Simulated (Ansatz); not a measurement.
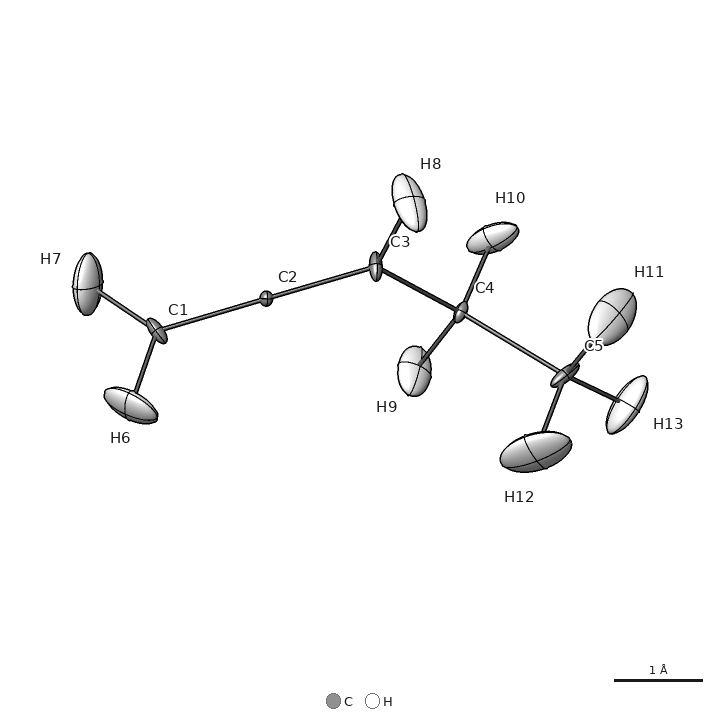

Displacement ellipsoids at the 50 % level, from the internal vibrations of the free molecule (harmonic, no overall translation or rotation; no half-axis is drawn under 0.075 Å). Vibrations computed with RKS PBE0-D4/def2-TZVP (Ansatz 0.2.0). Temperature: 200 K.

List U_eq and the three principal root-mean-square amplitudes for each kind of atom.

```json
{"atom": "C1", "U_eq (Å²)": "0.0055", "rms amplitudes (Å)": "0.030, 0.054, 0.112"}
{"atom": "C2", "U_eq (Å²)": "0.0027", "rms amplitudes (Å)": "0.043, 0.055, 0.056"}
{"atom": "C3", "U_eq (Å²)": "0.0059", "rms amplitudes (Å)": "0.032, 0.052, 0.118"}
{"atom": "C4", "U_eq (Å²)": "0.0035", "rms amplitudes (Å)": "0.038, 0.040, 0.086"}
{"atom": "C5", "U_eq (Å²)": "0.0069", "rms amplitudes (Å)": "0.030, 0.040, 0.134"}
{"atom": "H6", "U_eq (Å²)": "0.0289", "rms amplitudes (Å)": "0.083, 0.170, 0.226"}
{"atom": "H7", "U_eq (Å²)": "0.0310", "rms amplitudes (Å)": "0.094, 0.171, 0.234"}
{"atom": "H8", "U_eq (Å²)": "0.0289", "rms amplitudes (Å)": "0.087, 0.124, 0.253"}
{"atom": "H9", "U_eq (Å²)": "0.0251", "rms amplitudes (Å)": "0.083, 0.136, 0.224"}
{"atom": "H10", "U_eq (Å²)": "0.0230", "rms amplitudes (Å)": "0.087, 0.119, 0.217"}
{"atom": "H11", "U_eq (Å²)": "0.0408", "rms amplitudes (Å)": "0.089, 0.154, 0.301"}
{"atom": "H12", "U_eq (Å²)": "0.0409", "rms amplitudes (Å)": "0.087, 0.197, 0.276"}
{"atom": "H13", "U_eq (Å²)": "0.0300", "rms amplitudes (Å)": "0.092, 0.144, 0.247"}
```
